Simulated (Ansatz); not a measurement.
# BHClO (SMILES O[B]Cl): the vertical ionisation energy, rung by rung

BHClO has 4 atoms, charge 0, and is taken as a doublet. As SMILES, `O[B]Cl`. The coordinates come from a PBE0-D4/def2-TZVP relaxation.

Quantity: the vertical ionisation energy (to the singlet cation), in eV. The values are calculated.

| level | kind | program | value (eV) | less FCI/STO-3G |
| --- | --- | --- | --- | --- |
| UBLYP/STO-3G | GGA | Ansatz | 6.26 | +0.57 |
| U-r2SCAN/STO-3G | meta-GGA | Ansatz | 6.79 | +1.10 |
| U-r2SCAN0/STO-3G | hybrid meta-GGA | Ansatz | 7.09 | +1.40 |
| UBHLYP/STO-3G | global hybrid | Ansatz | 7.05 | +1.36 |
| UHSE06/STO-3G | range-separated hybrid | Ansatz | 6.84 | +1.15 |
| UCCSD(T)/STO-3G | coupled cluster or CI | Ansatz | 5.70 | +0.01 |
| UCCSD/STO-3G | coupled cluster or CI | Ansatz | 5.86 | +0.17 |
| UCCSDT/STO-3G | coupled cluster or CI | Ansatz | 5.68 | -0.01 |
| FCI/STO-3G | exact in the basis | Ansatz | 5.69 | 0.00 |

FCI/STO-3G is exact within its basis and frozen core, so for wave-function methods in that basis the difference is their error; functionals converge differently with the basis, so for them it is only a difference. The values span 5.68 to 7.09 eV. All rows use very small basis sets, so none should be taken for the real molecule's value.

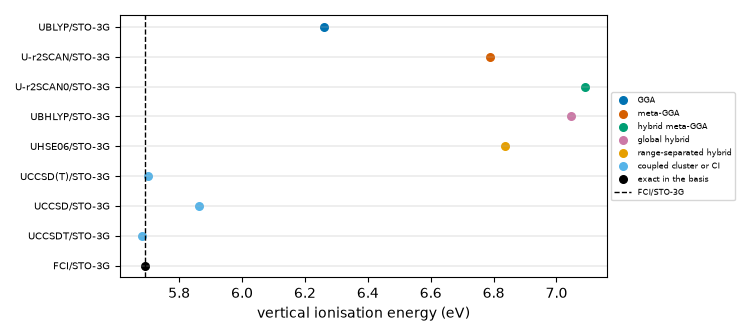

The values of the table, level by level.
